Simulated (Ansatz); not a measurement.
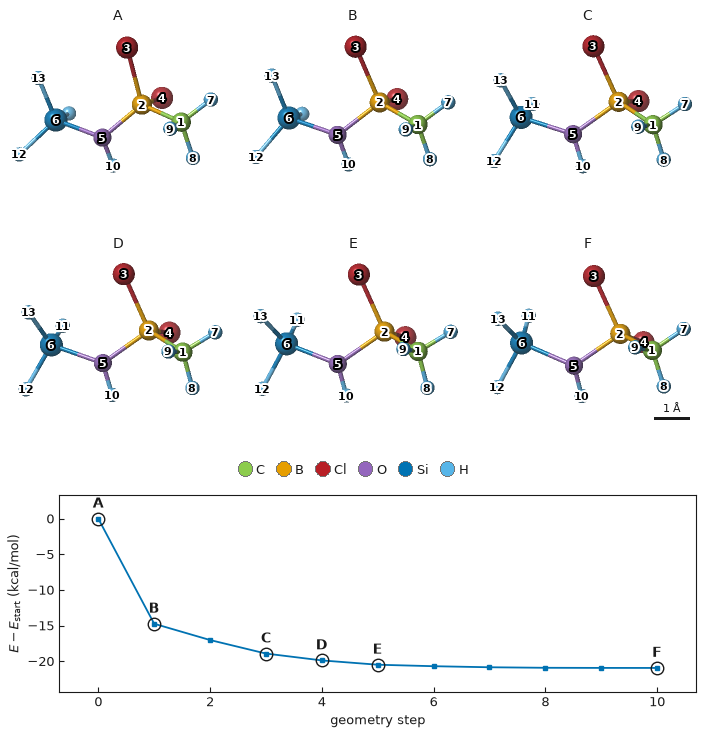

Frames of a relaxation of CH7BCl2OSi (coarse preliminary run), marked on the history of the run. The picture is a ball-and-stick view, seen from a free direction.

The start comes from a force field.

Method: Ansatz 0.2.0, RKS PBE-D4/def2-SVP.

The input:
```yaml
crystal:
  periodic: [false, false, false]
  atoms:
    - {symbol: C, position_ang: [-1.614300, 0.247000, 1.170000]}
    - {symbol: B, position_ang: [-0.467000, -0.398300, 0.339800]}
    - {symbol: Cl, position_ang: [0.399600, -1.521100, 1.519800]}
    - {symbol: Cl, position_ang: [-1.156400, -1.407500, -1.030400]}
    - {symbol: O, position_ang: [0.431100, 0.680900, -0.200300]}
    - {symbol: Si, position_ang: [1.779700, 0.070700, -1.068900]}
    - {symbol: H, position_ang: [-2.296500, -0.484600, 1.598200]}
    - {symbol: H, position_ang: [-2.224800, 0.952900, 0.475400]}
    - {symbol: H, position_ang: [-1.246200, 0.934300, 2.019500]}
    - {symbol: H, position_ang: [-0.099100, 1.178000, -0.839400]}
    - {symbol: H, position_ang: [1.322200, -0.761500, -2.184800]}
    - {symbol: H, position_ang: [2.588100, 1.184900, -1.580100]}
    - {symbol: H, position_ang: [2.604100, -0.710500, -0.204100]}
basis:
  gaussian: {orbitals: def2-SVP}
hamiltonian: {xc: pbe, dispersion: d4}
relax: {f_tol: 0.03, max_steps: 200}
```

Launched with:
```bash
ansatz run in.yaml --threads 4 --pin off --events-out ev --progress --plain --max-ram 11315MiB
```

### What happens along the run?

The largest move after the best rigid fit is that of H11, 0.84 Å. By element the largest moves are H 0.84 Å, Cl 0.61 Å, B 0.30 Å, O 0.22 Å, Si 0.21 Å, C 0.11 Å. Some distances before and after: Cl4–Si6 3.287 → 3.724 Å, Cl3–Si6 3.338 → 2.998 Å, B2–O5 1.504 → 1.642 Å, O5–Si6 1.716 → 1.780 Å. Bond angles that change, for instance: Cl3–B2–O5 112.7° → 99.9°, O5–Si6–H12 109.8° → 98.9°, C1–B2–Cl3 104.9° → 115.3°. Groups turn about O5–Si6 by about 30°. After 10 geometry steps the energy has fallen by 20.9 kcal/mol. Largest force component: 3.2 eV/Å at the start, 0.02 eV/Å at the end. From step 0 to 1: Cl3 moves most (0.20 Å), energy −14.7 kcal/mol. From step 1 to 3: H atoms move most (0.32 Å), energy −4.18 kcal/mol. From step 3 to 4: H11 moves most (0.20 Å), energy −0.96 kcal/mol. From step 4 to 5: H11 moves most (0.19 Å), energy −0.60 kcal/mol. From step 5 to 10: H10 moves most (0.21 Å), energy −0.45 kcal/mol.
